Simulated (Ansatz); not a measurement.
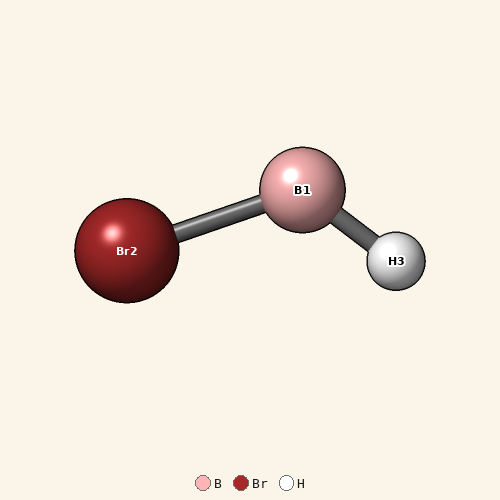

The system is BBrH, SMILES [BH]Br, spin multiplicity 2; the picture shows the reference structure. First axis: angle Br2–B1–H3 (carried through 180). Second axis: change of the bonds B1–Br2, B1–H3, all alike. Nothing is relaxed (all other coordinates rigid). The grid has 15 × 15 points; 120 points were computed and 105 follow by symmetry. Points are written as (first, second). Energies are in kcal/mol, from the relaxed molecule at the same level. Theory: UKS B3LYP-D4/def2-TZVP in Ansatz 0.2.0.

Its coordinates:

```yaml
atoms:
  - { symbol: B, position_ang: [-0.2694, 0.4984, -0.0901] }
  - { symbol: Br, position_ang: [1.2518, -0.3158, 0.6515] }
  - { symbol: H, position_ang: [-1.1369, -0.1016, -0.6369] }
```

Range: angle Br2–B1–H3 (carried through 180) from 105.7 to 254.3°; change of the bonds B1–Br2, B1–H3, all alike from −0.169 to 0.261 Å.

What will the energy surface look like?

The lowest grid point is at (126.9°, −0.015 Å), 0.20 kcal/mol from the relaxed molecule at the same level; the map holds 2 wells of about this depth. It is the only kind of minimum in the scanned range. The highest grid point, (180.0°, 0.261 Å), lies 45.5 kcal/mol above the lowest. On the interpolated surface the easiest way out of the lowest well to a well of about the same depth near (233.1°, −0.015 Å) passes a barrier of about 15 kcal/mol. Round the minimum the two coordinates are weakly coupled (coupling 0.13 in units of the two stiffnesses).

```tsv
second ↓, first →	105.7	116.3	126.9	137.5	148.1	158.8	169.4	180.0	190.6	201.2	211.9	222.5	233.1	243.7	254.3
0.261	23.5	21.9	22.6	25.3	29.8	35.8	42.3	45.7	42.3	35.8	29.8	25.3	22.6	21.9	23.5
0.230	19.6	17.9	18.5	21.2	25.6	31.5	37.7	40.6	37.7	31.5	25.6	21.2	18.5	17.9	19.6
0.199	16.0	14.1	14.6	17.2	21.6	27.4	33.1	35.8	33.1	27.4	21.6	17.2	14.6	14.1	16.0
0.169	12.8	10.8	11.2	13.7	18.0	23.6	29.0	31.4	29.0	23.6	18.0	13.7	11.2	10.8	12.8
0.138	9.9	7.6	7.9	10.3	14.5	19.9	25.0	27.2	25.0	19.9	14.5	10.3	7.9	7.6	9.9
0.107	7.4	4.9	5.1	7.4	11.4	16.6	21.4	23.4	21.4	16.6	11.4	7.4	5.1	4.9	7.4
0.077	5.6	2.9	2.8	5.0	9.0	13.9	18.4	20.3	18.4	13.9	9.0	5.0	2.8	2.9	5.6
0.046	4.3	1.4	1.2	3.2	7.0	11.7	15.9	17.7	15.9	11.7	7.0	3.2	1.2	1.4	4.3
0.015	3.8	0.7	0.3	2.1	5.7	10.2	14.2	15.8	14.2	10.2	5.7	2.1	0.3	0.7	3.8
−0.015	4.3	0.8	0.2	1.9	5.3	9.6	13.3	14.8	13.3	9.6	5.3	1.9	0.2	0.8	4.3
−0.046	5.8	2.0	1.2	2.7	5.9	9.9	13.4	14.8	13.4	9.9	5.9	2.7	1.2	2.0	5.8
−0.077	8.5	4.4	3.3	4.6	7.6	11.4	14.7	16.0	14.7	11.4	7.6	4.6	3.3	4.4	8.5
−0.107	12.5	8.1	6.7	7.8	10.6	14.2	17.2	18.5	17.2	14.2	10.6	7.8	6.7	8.1	12.5
−0.138	18.2	13.4	11.8	12.7	15.2	18.6	21.4	22.6	21.4	18.6	15.2	12.7	11.8	13.4	18.2
−0.169	25.9	20.7	18.8	19.4	21.7	24.8	27.5	28.6	27.5	24.8	21.7	19.4	18.8	20.7	25.9
```

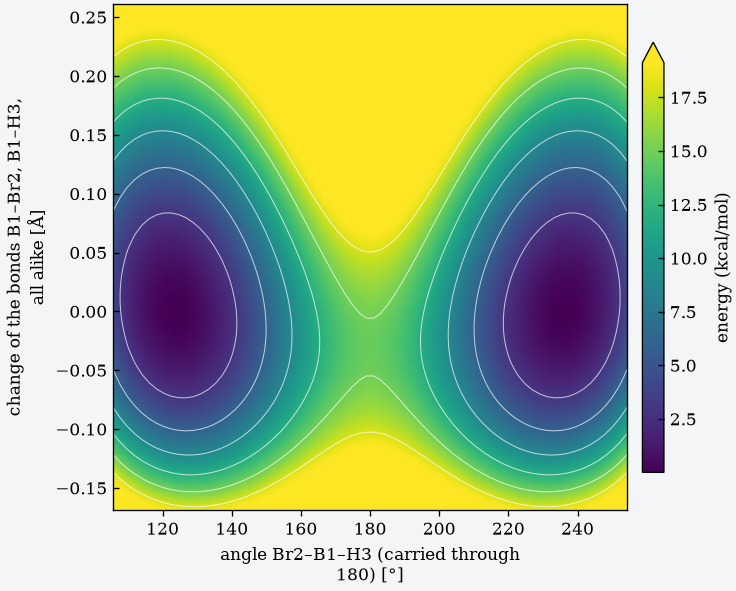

The picture shows a smooth colour map with a few white contour lines, one colour for all values above the top of the scale. Between grid points the surface is interpolated.

Time for the 120 points that were run: 12 min on 1 thread of Arm Neoverse N1, on a shared host.
